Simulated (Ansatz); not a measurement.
```yaml
atoms:
  - { symbol: N, position_ang: [-1.6271, 0.5656, 1.7509] }
  - { symbol: Si, position_ang: [-0.8152, 0.3378, 0.2180] }
  - { symbol: As, position_ang: [0.6213, 2.2015, -0.2466] }
  - { symbol: C, position_ang: [0.2233, -1.2494, 0.0283] }
  - { symbol: Si, position_ang: [0.9192, -1.6031, -1.6992] }
  - { symbol: H, position_ang: [-2.4334, -0.0284, 1.9684] }
  - { symbol: H, position_ang: [-1.0645, 0.7208, 2.5917] }
  - { symbol: H, position_ang: [-1.9098, 0.2954, -0.8170] }
  - { symbol: H, position_ang: [-0.3018, 3.1469, 0.5451] }
  - { symbol: H, position_ang: [1.4529, 1.8913, 1.0180] }
  - { symbol: H, position_ang: [-0.4188, -2.1107, 0.3209] }
  - { symbol: H, position_ang: [1.0675, -1.2238, 0.7522] }
  - { symbol: H, position_ang: [1.8713, -0.5171, -2.1253] }
  - { symbol: H, position_ang: [-0.1947, -1.6782, -2.7100] }
  - { symbol: H, position_ang: [1.6625, -2.9141, -1.7221] }
```

These are results of Ansatz, RKS PBE/def2-SVP, not measurements.

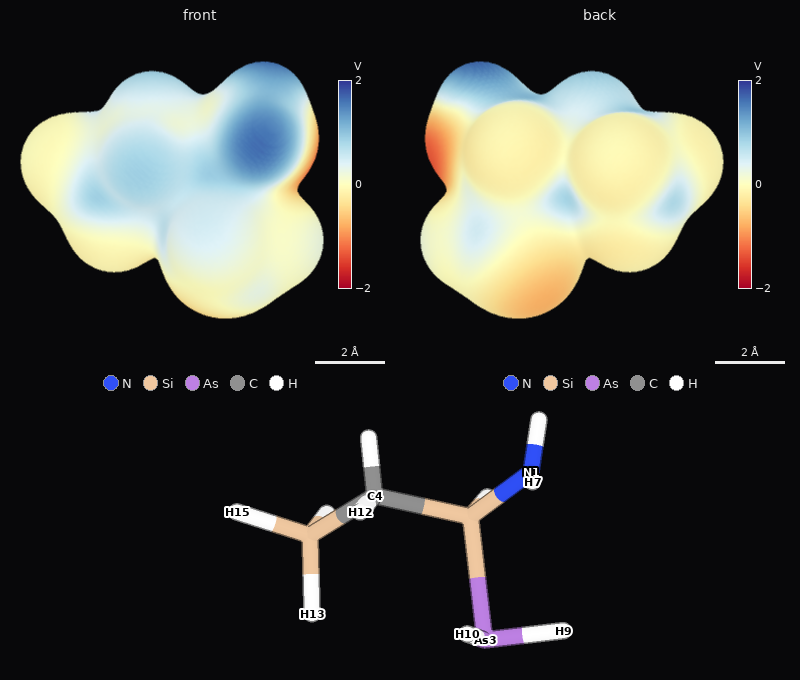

CH₁₀AsNSi₂ (SMILES N[SiH]([AsH2])C[SiH3]). The electrostatic potential painted on the density surface at 0.002 e/bohr³, seen from the front and from behind; the colour scale runs from red (negative) to blue (positive). The bare structure is drawn below in the same view.

**Which sites attract a positive test charge, and which a negative one?**

A positive charge is drawn to the negative regions and a negative charge to the positive ones. The most negative region (about −1.2 V, or −28 kcal/mol for a unit charge) lies over N1, the most positive (about +1.6 V, or +37 kcal/mol for a unit charge) over H6 and H7. N1 is the likeliest acceptor of a hydrogen bond.
